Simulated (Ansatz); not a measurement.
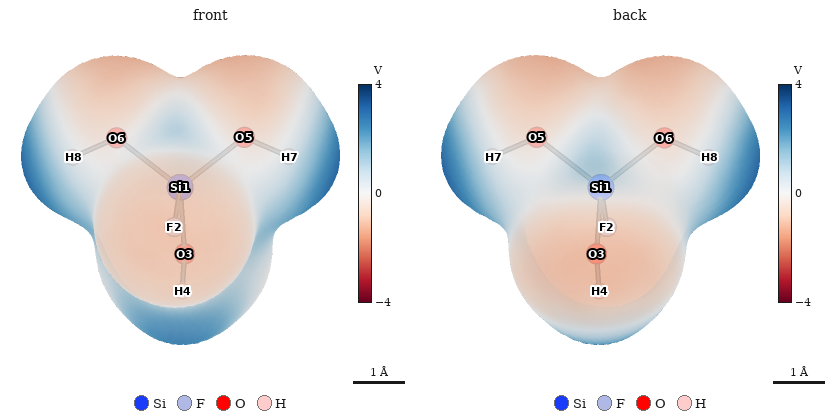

*FH3O3Si. The electrostatic potential painted on the density surface at 0.002 e/bohr³, seen from the front and from behind; red is negative and blue positive.*

Not at a stationary point (largest force 0.9 eV/Å).

These are results of RKS B3LYP/def2-mTZVP (Ansatz 0.2.0), not measurements.

```yaml
atoms:
  - { symbol: Si, position_ang: [0.1110, 0.0495, 0.0761] }
  - { symbol: F, position_ang: [1.0758, -1.1586, -0.4995] }
  - { symbol: O, position_ang: [-1.2552, -0.3689, -0.7360] }
  - { symbol: H, position_ang: [-0.9959, -1.1552, -1.2389] }
  - { symbol: O, position_ang: [0.6996, 1.5270, -0.2545] }
  - { symbol: O, position_ang: [0.0154, 0.0285, 1.6984] }
  - { symbol: H, position_ang: [0.7165, 1.8240, -1.1714] }
  - { symbol: H, position_ang: [-0.3672, -0.7464, 2.1258] }
```

Q: Where is the surface potential most negative and most positive?

A: The most negative region (about −1.3 V, or −30 kcal/mol for a unit charge) lies over O3, O5 and O6, the most positive (about +3.0 V, or +69 kcal/mol for a unit charge) over H7 and H8.
